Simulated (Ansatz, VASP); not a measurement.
# WS2: VASP beside Ansatz

One calculation is typed for both programs; each brings its own data sets and cutoff. How far apart do they land?

Program: Ansatz 0.2.0. Level of theory: plane waves, with VASP 6.6.1 beside it; single point at LDA. Results are calculated unless marked as measured.

### 1. The starting structure

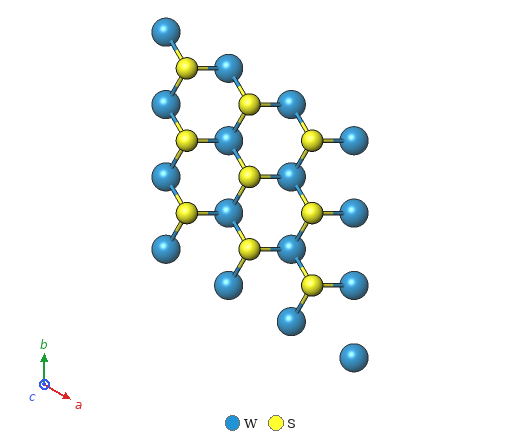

The cell as given, from above (tungsten blue, sulfur yellow). 3×3×1 cells are drawn. Bonds to atoms that aren't drawn are left out. Some periodic images of atoms are drawn too.

### 2. Ansatz: single point, LDA

Ansatz runs on its default PAW (the set named soft_2) files.

A single point gives forces, pressure and levels at one fixed geometry, so differences don't come from the geometry; what else differs is listed under the comparison.

input.yaml

```yaml
crystal:
  lattice:
    - [3.1835163552, 0.0, 0.0]
    - [-1.5917581776, 2.7570060369, 0.0]
    - [0.0, 0.0, 16.95057789]
  atoms:
    - { symbol: W, position: [0.0, 0.0, 0.0] }
    - { symbol: S, position: [0.3333333333, 0.6666666667, 0.09200051] }
    - { symbol: S, position: [0.3333333333, 0.6666666667, 0.90799949] }
hamiltonian:
  xc: lda
  pseudopotentials: { kind: paw }
kpoints:
  mp_grid: { grid: [8, 8, 2] }
scf:
  occupations: { method: gaussian, width: 0.01 }
  n_extra_bands: 4
output:
  forces: true
  stress: true
  eigenvalues: true
```

On the command line:

```
$ ansatz run input.yaml --threads 2 --pin off --max-ram 4608MiB --backend cpu --events-out ev --progress --plain --runs-dir out
```

Numbers of over 12 decimals in the logs are rounded to 6 here.

Output:

```text
scf.n_extra_bands = 4 over 13 filled bands (N_el = 26.0): the run solves 17 bands
Engine: ansatz 0.2.0, aarch64-unknown-linux-gnu
Pseudopotentials: kind: paw
Pseudopotential: W, paw, valence charge 14, recommended cutoff 420 eV (normal), W.paw.azcp
Pseudopotential: S, paw, valence charge 6, recommended cutoff 420 eV (normal), S.paw.azcp
Functional definition: SPW92
  exchange = slater_x
  correlation = pw_c
Crystal: 3 atoms, lattice volume = 148.775 Å³
Basis set: ecut = 420 eV, 2937 PW (Γ)
Bands: 17, of which v1, the nominal top of the filled ones, is band 13 counted from 1 (12 counted from 0)
Symmetry: 12 space group operations
Space group: P-6m2 (ITA 187), of the structure as read, at distance tolerance 5.3e-5 Å
k-points: 20 of 128 (time reversal used)
Non-local potential: W, projectors of the file, l = 0: 3, l = 1: 2, l = 2: 2, l = 3: 1
Non-local potential: S, projectors of the file, l = 0: 2, l = 1: 2, l = 2: 2
PAW form: soft (Blöchl's): semilocal exchange-correlation on the pseudo side does not see the compensation charge
PAW frozen core: W, regenerated for the run's functional, and the local potential with it (the file was generated under x = pbe(κ = 0.804, μ = 0.219515), c = pbe(β = 0.066725))
PAW frozen core: S, regenerated for the run's functional, and the local potential with it (the file was generated under x = pbe(κ = 0.804, μ = 0.219515), c = pbe(β = 0.066725))
PAW one-centre angular grid: W, 590 points (default); XC on 64 Gauss nodes
PAW one-centre angular grid: S, 110 points (default); XC on 64 Gauss nodes
Initial density: superposition of atomic densities (neutral atoms: chi_scale 0, normalization atom), corrected by the library's trained network
Initial wavefunctions: pseudopotential atomic-orbital guess
Functional: x = slater, c = lda
SCF iter   1: F=—  HF=-11871.560651 eV  |F-HF|=—  |Δ(HF+E_count)|=         —  Δρ=6.62e-3  dr2=1.47e-1  ethr=1.77e-3  ⟨swp⟩=9.8  Hψ=2484  notcnv=0
preconditioner: auto → none  [insulator: Δε(μ)=1.928 eV  Ē_g=8.586 eV  σ=0.010 eV  W_gap=1.00  n_scr=10 (ndim 8)  ℏωp=12.9 eV  f_vac=0.610  D(μ)=0.00/eV (n_scr^D=0)  ε∞_Penn≈3.3]
SCF iter   2: F=—  HF=-11871.621873 eV  |F-HF|=—  |Δ(HF+E_count)|=   6.12e-2  Δρ=9.56e-3  dr2=5.09e-1  ethr=5.65e-4  ⟨swp⟩=3.4  Hψ=874  notcnv=0  recentre
SCF iter   3: F=—  HF=-11871.539957 eV  |F-HF|=—  |Δ(HF+E_count)|=   8.19e-2  Δρ=2.42e-3  dr2=5.03e-3  ethr=5.65e-4  ⟨swp⟩=3.0  Hψ=634  notcnv=0
SCF iter   4: F=—  HF=-11871.541279 eV  |F-HF|=—  |Δ(HF+E_count)|=   1.32e-3  Δρ=4.13e-4  dr2=2.45e-4  ethr=1.93e-5  ⟨swp⟩=2.5  Hψ=711  notcnv=0
SCF iter   5: F=—  HF=-11871.541278 eV  |F-HF|=—  |Δ(HF+E_count)|=   1.54e-6  Δρ=1.06e-4  dr2=1.20e-5  ethr=9.42e-7  ⟨swp⟩=2.1  Hψ=525  notcnv=0
SCF iter   6: F=—  HF=-11871.541228 eV  |F-HF|=—  |Δ(HF+E_count)|=   4.94e-5  Δρ=2.65e-5  dr2=9.44e-7  ethr=4.63e-8  ⟨swp⟩=2.1  Hψ=585  notcnv=0
SCF iter   7: F=-11871.541229 eV  HF=-11871.541229 eV  |F-HF|=1.28e-8  |Δ(HF+E_count)|=   2.46e-7  Δρ=4.89e-6  dr2=2.97e-8  ethr=3.85e-10  ⟨swp⟩=8.4  Hψ=1920  notcnv=0
SCF 1 converged in 7 iterations: F = -11871.541229 eV  dr2 = 2.97e-8
  greatest PAW one-centre occupation: 1.000 electrons in one spin orbital (limit 2), on the W atom at site 0 (counted from 0), in its partial waves of l = 0
SCF converged after 7 iterations
Free energy (F): -11871.541229 eV
Harris-Foulkes:  -11871.541229 eV  (|F-HF|=1.28e-8)
Internal energy: -11871.541229 eV  (E = F + TS)
E sigma→0 (E₀):  -11871.541229 eV
Fermi energy:    1.047346 eV
--- Per-component energies (eV) ---
  E_band       = -471.995200
  E_kinetic    = 666.560777
  E_local      = -12415.462415  (includes V_loc(G=0)·N_el)
  E_nonlocal   = 65.092312
  E_hartree    = 5884.167919
  E_xc         = -458.118807
  E_vxc        = -415.133189  (∫ρ·V_xc dr)
  E_paw        = -9447.259404  (= ΣΔE_a)
  E_vpaw       = -141.384975  (= ΣTr[D̂ρ^β])
  E_aug_tail   = -0.000066  (compensation charges beyond the density's cutoff)
  E_ewald      = 3832.888907
  E_core_change = 0.589548  (= ΣΔE_core)
  E_smearing   = -0.000000  (= −TS)
  E_closure    = 0.000000  (closes the sum)
  Σ components = -11871.541229   (vs F -11871.541229, Δ=0.00e0)
--- Forces (eV/Å), atoms counted from 1 ---
  atom   1  W      0.00000000    -0.00000000     0.00000000
  atom   2  S      0.00000000     0.00000000    -0.40302738
  atom   3  S      0.00000000     0.00000000     0.40302738
  max |Σ_I F_I| component: 9.25e-18 eV/Å
--- Stress (GPa, compression-positive) ---
       -2.439171      -0.000000       0.000000
        0.000000      -2.439171       0.000000
        0.000000       0.000000      -1.354023
  P = ⅓ Tr σ = -2.0775 GPa (-20.775 kbar)
--- Band table (eV; the first three rows and the last of 20) ---
  k-point 0: bands = [... 9 lower, -2.0114, -1.6051, -1.6051, 0.0247, 2.9197, 2.9197, 3.1216, 3.1216]
  k-point 1: bands = [... 9 lower, -2.0114, -1.6051, -1.6051, 0.0247, 2.9197, 2.9197, 3.1216, 3.1216]
  k-point 2: bands = [... 9 lower, -2.6044, -1.9766, -1.2756, -0.1328, 2.5970, 2.7629, 2.9043, 3.3656]
  k-point 19: bands = [... 9 lower, -3.5551, -3.2541, -2.1435, -0.1626, 2.0701, 3.4758, 3.8959, 5.3266]
```

Run time: 2.5 s. Hardware: 2 threads of Arm Neoverse V2, shared host; peak memory 0.34 GiB; 4.3 s of CPU time.

In the SCF lines HF is the Harris–Foulkes energy and dr2 the Hartree energy of the density residual, in eV; the loop may stop once dr2 is under the threshold and the program's other checks hold. Hψ counts applications of the Hamiltonian.

### 3. VASP: single point, LDA

The same cell, functional (in two slightly different forms), mesh and smearing now go to VASP, with its own data sets and cutoff.

Lines of VASP's logs that name or quote its potential files are left out, and so is its time.

INCAR

```
SYSTEM = WS2
PREC = Accurate
ENCUT = 400
EDIFF = 1E-07
NELM = 100
ISMEAR = 0
SIGMA = 0.01
LREAL = .FALSE.
ALGO = Normal
GGA = CA
NBANDS = 15
LASPH = .TRUE.
LORBIT = 11
LWAVE = .FALSE.
LCHARG = .FALSE.
KPAR = 2
```

POSCAR

```
WS2
1.0
    3.1835163552      0.0000000000      0.0000000000
   -1.5917581776      2.7570060369      0.0000000000
    0.0000000000      0.0000000000     16.9505778900
W S
1 2
Direct
    0.0000000000      0.0000000000      0.0000000000
    0.3333333333      0.6666666667      0.0920005100
    0.3333333333      0.6666666667      0.9079994900
```

KPOINTS

```
Automatic mesh
0
Gamma
8 8 2
0 0 0
```

PAW data sets: W and S (PBE family, release 64).

On the command line:

```
$ mpirun -np 2 vasp_std
```

Output:

```text
[banner, memory and clock lines left out]
running    2 mpi-ranks, on    1 nodes
 distrk:  each k-point on    1 cores,    2 groups
 distr:  one band on    1 cores,    1 groups

 POSCAR found type information on POSCAR W S
 POSCAR found :  2 types and       3 ions
|                                                                             |
|               ----> ADVICE to this user running VASP <----                  |
|                                                                             |
|     You enforced a specific xc type in the INCAR file but a different       |
|     [... a line on the potential file left out ...]
|     I HOPE YOU KNOW WHAT YOU ARE DOING!                                     |
|                                                                             |

 LDA part: xc-table for (Slater(with rela. corr.)+CA(PZ))
 , standard interpolation
 POSCAR, INCAR and KPOINTS ok, starting setup
 FFT: planning ... GRIDC
 FFT: planning ... GRID_SOFT
 FFT: planning ... GRID
 WAVECAR not read
 entering main loop
       N       E                     dE             d eps       ncg     rms          rms(c)
DAV:   1     0.101689045945E+03    0.10169E+03   -0.57697E+03   600   0.738E+02
DAV:   2    -0.169260684669E+02   -0.11862E+03   -0.11099E+03   925   0.178E+02
DAV:   3    -0.274859335305E+02   -0.10560E+02   -0.10451E+02   859   0.603E+01
DAV:   4    -0.276758924629E+02   -0.18996E+00   -0.18963E+00   756   0.960E+00
DAV:   5    -0.276809677209E+02   -0.50753E-02   -0.50743E-02   869   0.146E+00    0.296E+01
DAV:   6    -0.264705677470E+02    0.12104E+01   -0.32836E+00   900   0.129E+01    0.125E+01
DAV:   7    -0.263218525078E+02    0.14872E+00   -0.11001E+00   789   0.830E+00    0.636E+00
DAV:   8    -0.262388603314E+02    0.82992E-01   -0.15711E-01   782   0.350E+00    0.895E-01
DAV:   9    -0.262372900007E+02    0.15703E-02   -0.30083E-02   824   0.119E+00    0.443E-01
DAV:  10    -0.262361452970E+02    0.11447E-02   -0.63650E-03   789   0.559E-01    0.177E-01
DAV:  11    -0.262362175813E+02   -0.72284E-04   -0.50408E-04   782   0.181E-01    0.681E-02
DAV:  12    -0.262363594374E+02   -0.14186E-03   -0.21849E-04   733   0.965E-02    0.465E-02
DAV:  13    -0.262364446260E+02   -0.85189E-04   -0.34106E-05   782   0.350E-02    0.231E-02
DAV:  14    -0.262366089840E+02   -0.16436E-03   -0.46775E-05   670   0.305E-02    0.285E-02
DAV:  15    -0.262366250525E+02   -0.16068E-04   -0.92280E-06   838   0.187E-02    0.534E-03
DAV:  16    -0.262366910618E+02   -0.66009E-04   -0.12018E-05   747   0.121E-02    0.941E-03
DAV:  17    -0.262367039095E+02   -0.12848E-04   -0.44647E-07   838   0.344E-03    0.417E-03
DAV:  18    -0.262367434068E+02   -0.39497E-04   -0.21347E-06   691   0.475E-03    0.155E-03
DAV:  19    -0.262367518753E+02   -0.84685E-05   -0.32227E-07   761   0.194E-03    0.137E-03
DAV:  20    -0.262367593070E+02   -0.74317E-05   -0.54475E-07   654   0.182E-03    0.358E-04
DAV:  21    -0.262367599534E+02   -0.64638E-06   -0.15062E-08   650   0.380E-04    0.238E-04
DAV:  22    -0.262367603569E+02   -0.40355E-06   -0.16046E-08   546   0.283E-04    0.832E-05
DAV:  23    -0.262367603831E+02   -0.26208E-07   -0.11165E-09   629   0.122E-04
   1 F= -.26236760E+02 E0= -.26236760E+02  d E =-.195660E-52
```

From OUTCAR (step 3):

```text
ion  position               nearest neighbor table
   1  0.000  0.000  0.000-   2 2.41   3 2.41   2 2.41   3 2.41   2 2.41   3 2.41
   2  0.333  0.667  0.092-   1 2.41   1 2.41   1 2.41
   3  0.333  0.667  0.908-   1 2.41   1 2.41   1 2.41

  LATTYP: Found a hexagonal cell.
 ALAT       =     3.1835163552
 C/A-ratio  =     5.3244827413

 Subroutine GETGRP returns: Found 12 space group operations
 (whereof 12 operations were pure point group operations)

The static configuration has the point symmetry D_3h.

 Found     20 irreducible k-points:

   k-points           NKPTS =     20   k-points in BZ     NKDIM =     20   number of bands    NBANDS=     15

   dimension x,y,z NGX =    24 NGY =   24 NGZ =  112
   dimension x,y,z NGXF=    48 NGYF=   48 NGZF=  224

   ENCUT  =  400.0 eV  29.40 Ry    5.42 a.u.   5.19  5.19 27.64*2*pi/ulx,y,z

   NELECT =      18.0000    total number of electrons

 k-points in reciprocal lattice and weights: Automatic mesh
   0.00000000  0.00000000  0.00000000       0.008
   0.12500000  0.00000000  0.00000000       0.047
   0.25000000  0.00000000  0.00000000       0.047
   0.37500000  0.00000000  0.00000000       0.047
   0.50000000  0.00000000  0.00000000       0.023
   0.12500000  0.12500000  0.00000000       0.047
   0.25000000  0.12500000  0.00000000       0.094
   0.37500000  0.12500000  0.00000000       0.094
   0.25000000  0.25000000  0.00000000       0.047
[...]
0.25000000  0.25000000  0.50000000       0.047
   0.37500000  0.25000000  0.50000000       0.047

 average (electrostatic) potential at core
       1 -47.0092       2 -93.0580       3 -93.0580

 E-fermi :  -1.7701

 k-point     1 :       0.0000    0.0000    0.0000
  band No.  band energies     occupation
    ...
      5      -4.7536      2.00000
      6      -3.9017      2.00000
      7      -3.4928      2.00000
      8      -3.4928      2.00000
      9      -1.8759      2.00000
     10       1.0519      0.00000
     11       1.0519      0.00000
     12       1.2450      0.00000
     13       1.2450      0.00000
     14       3.1933      0.00000
    ...

 k-point     2 :       0.1250    0.0000    0.0000
  band No.  band energies     occupation
    ...
      5      -4.6716      2.00000
      6      -4.5014      2.00000
      7      -3.8661      2.00000
      8      -3.1664      2.00000
      9      -2.0335      2.00000
     10       0.7193      0.00000
     11       0.8930      0.00000
     12       1.0269      0.00000
     13       1.4950      0.00000
     14       3.8063      0.00000
    ...

 k-point     3 :       0.2500    0.0000    0.0000
  band No.  band energies     occupation
    ...
      5      -5.7061      2.00000
      6      -4.5591      2.00000
      7      -3.8830      2.00000
      8      -3.4266      2.00000
      9      -2.7077      2.00000
     10       0.4785      0.00000
     11       0.7117      0.00000
     12       1.2896      0.00000
     13       2.2728      0.00000
     14       4.6157      0.00000
    ...

  Total       -2.0885137     -2.0885137     -0.9898194      0.0000000      0.0000000     -0.0000000
  in kB      -22.4915096    -22.4915096    -10.6595096      0.0000000      0.0000000     -0.0000000
  external PRESSURE =     -18.5475096 kB  Pullay stress =       0.0000000 kB

  energy-cutoff  :      400.00
  volume of cell :      148.77
      direct lattice vectors                 reciprocal lattice vectors
     3.183516355  0.000000000  0.000000000     0.314118066  0.181356150  0.000000000
    -1.591758178  2.757006037  0.000000000     0.000000000  0.362712300  0.000000000
     0.000000000  0.000000000 16.950577890     0.000000000  0.000000000  0.058995039

 POSITION                                       TOTAL-FORCE (eV/Angst)
 -----------------------------------------------------------------------------------
      0.00000      0.00000      0.00000        -0.000000     -0.000000      0.000000
     -0.00000      1.83800      1.55946        -0.000000      0.000000     -0.310996
     -0.00000      1.83800     15.39112         0.000000      0.000000      0.310996
 -----------------------------------------------------------------------------------
    total drift:                                0.000000     -0.000000     -0.000000

  FREE ENERGIE OF THE ION-ELECTRON SYSTEM (eV)
  ---------------------------------------------------
  free  energy   TOTEN  =       -26.2367603831 eV

  energy  without entropy=      -26.2367603831  energy(sigma->0) =      -26.23676038

 total charge
# of ion       s       p       d       tot
------------------------------------------
    1        0.553   0.695   4.338   5.586
    2        1.348   2.332   0.000   3.680
    3        1.348   2.332   0.000   3.680
--------------------------------------------------
tot          3.249   5.359   4.338  12.946

[... 3 further parts left out ...]
```

The run ends at a pressure of -1.85 GPa, with forces up to 0.31 eV/Å.

### 4. Comparison

Known differences besides the PAW data sets themselves: the two LDA forms differ slightly; the data sets hold 26 valence electrons in Ansatz (default PAW (the set named soft_2) files) and 18 in VASP; the cutoff is 420 eV in Ansatz and 400 eV in VASP; Ansatz makes its cores anew for this functional, VASP keeps those of its PBE data sets. Total energies have different zeros and are not compared.

Both answers:

```csv
quantity,Ansatz,VASP,difference
pressure (GPa),-2.08,-1.85,-0.22
gap on the k mesh (eV),2.045,2.064,-0.019
```

Forces (eV/Å; atoms numbered as in POSCAR):

```csv
atom,"Ansatz x, y, z","VASP x, y, z"
W1,"0.000, 0.000, 0.000","0.000, 0.000, 0.000"
S2,"0.000, 0.000, -0.403","0.000, 0.000, -0.311"
S3,"0.000, 0.000, 0.403","0.000, 0.000, 0.311"
```

The forces differ by 43 meV/Å r.m.s., which is 29.6 % of the r.m.s. force of 0.15 eV/Å (both taken over all components).

### 5. Looking for the cause

The difference is large enough to ask for its cause, so further runs change the set-up of one program at a time, as the table lists.

```csv
run,r.m.s. force difference (meV/Å)
as above,43
"cores kept as stored, as VASP does, whose cores stay as stored",37
Ansatz's larger PAW set (cutoff 880 eV),41
norm-conserving potentials (cutoff 952 eV),58
```

### 6. Outcome

| Quantity | Value |
| --- | --- |
| r.m.s. force difference (single point, LDA) | 43 meV/Å |

In words: The r.m.s. force difference is 43 meV/Å (single point, LDA), beyond the 12 meV/Å picked in this series as the mark of a large difference. For single point, LDA: no further run halves the r.m.s. force difference; only Ansatz's side was varied. 1 further run on this material is not shown. How closely two codes agree says nothing of how well the functional describes the real material.

[Lines on the potential files, build, host, timing and source positions are cut from VASP's logs without a mark.]

[Logs are printed without paths, hosts, clocks, repeated set-up lines and the standing remarks that a program may print on its own settings, such as how far it seeks lower states.]

[Hosts, paths, dates, database ids (printed as entryN), source tags and the programs' standing remarks are cut or masked in the printed files.]
